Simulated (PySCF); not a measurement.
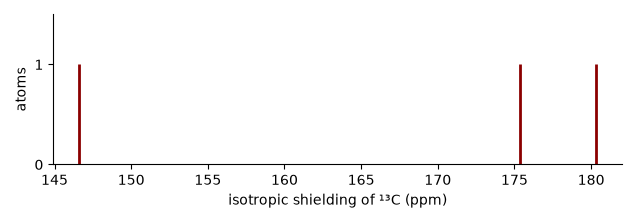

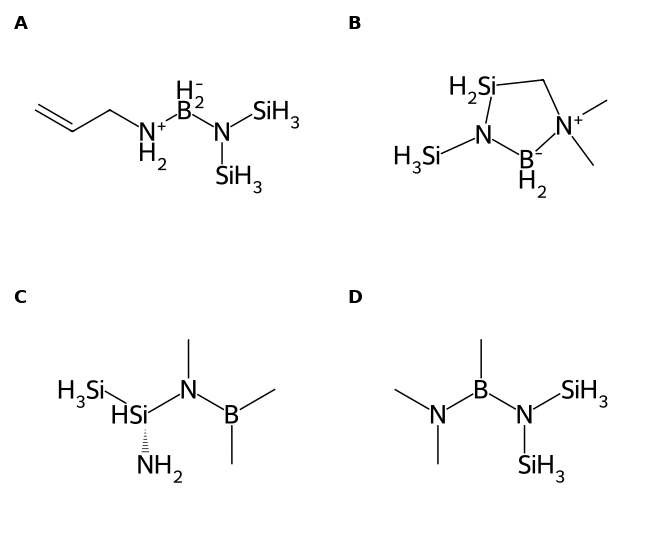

The sticks are computed shieldings of one of the molecules, for one fixed geometry (GFN2-xTB) without averaging over rotations. Low shielding means a high chemical shift. Method: GIAO PBE0/pcSseg-1 NMR shielding, non-relativistic, gas phase (PySCF 2.14.0).

**Match the spectrum to a structure.**

C, `CB(C)N(C)[Si@H](N)[SiH3]`. Its 3 C atoms give lines at 146.6, 175.4, 180.3 ppm.

The geometry is semi-empirical. Around B, Si such bond lengths and angles can be off by a tenth of an ångström or more and by several degrees, and values that hang on the shape move with them.
